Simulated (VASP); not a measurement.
Band structure of WS$_{2}$ (2H layered). These are modified Becke-Johnson potential (mBJ), VASP's PBE PAW potentials (set 64) (plane waves; VASP) values and carry that method's errors.

mBJ is a potential without an energy functional, so only the levels count. The path is coarsely sampled, so an indirect gap can come out somewhat too large. Without a dispersion term in the relaxation, distances and binding between the weakly bound layers, chains or molecules are unreliable, and so is what depends on them. Unless said otherwise, spin-orbit coupling is left out, though it shifts the bands of the heavy elements here.

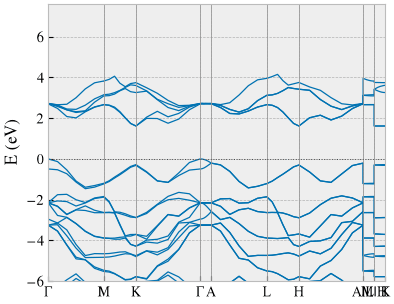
Fig. 1. Bands along high-symmetry lines, zero at the valence-band maximum or, without a gap, the Fermi level

Task: Read the plot: is there a gap, and where are the band edges?

Result: The gap is indirect, 1.62 eV, from the valence maximum at Γ to the conduction minimum at H-K at 0.67.

The compound is WS2 in the 2H layered structure. It was relaxed first, which changed the volume by +15 %. The cell's shape comes from a PBE relaxation.
